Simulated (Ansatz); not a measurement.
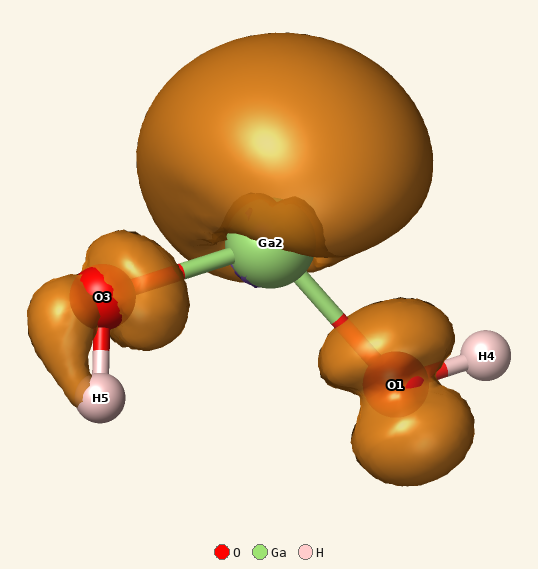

*GaH$_{2}$O$_{2}$ (SMILES [OH][Ga][OH]) (doublet). Isosurfaces of the spin density at +0.02 (orange) and −0.02 e/Å³ (purple), seen at a tilt.*

Geometry: PBE0-D4/def2-TZVP.

All numbers below come from UKS PBE0-D4/def2-TZVPP (Ansatz).

```csv
atom,x (Å),y (Å),z (Å)
O,-0.3706,0.0216,-1.2744
Ga,-0.3117,-0.7538,0.3536
O,0.6182,0.1549,1.5911
H,-0.8674,-0.4646,-1.9365
H,0.9815,0.9682,1.2247
```

> Describe the spin distribution.

The unpaired spin (1 electron) lies mostly on Ga2 (about 0.8), O1 (about 0.1) and O3 (about 0.1), in electrons by Hirshfeld's partition.
